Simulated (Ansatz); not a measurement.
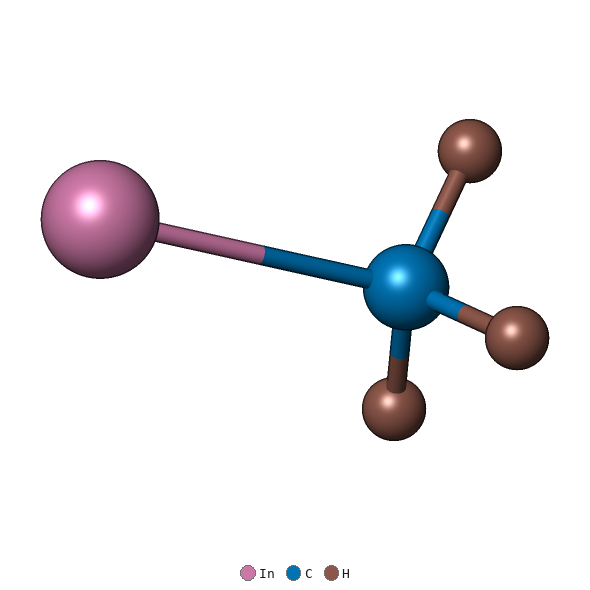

Sticks follow a distance rule. Harmonic vibrations computed with RKS PBE0-D4/def2-TZVP, core potentials on In (Ansatz 0.2.0) at a stationary point of the same level.

Is this a minimum or a saddle point?

A minimum: no imaginary frequency, and the lowest mode lies at 430 cm⁻¹.

List the wavenumbers.

9 modes: 430, 483, 483, 1146, 1429, 1429, 3012, 3101, 3101 cm⁻¹.
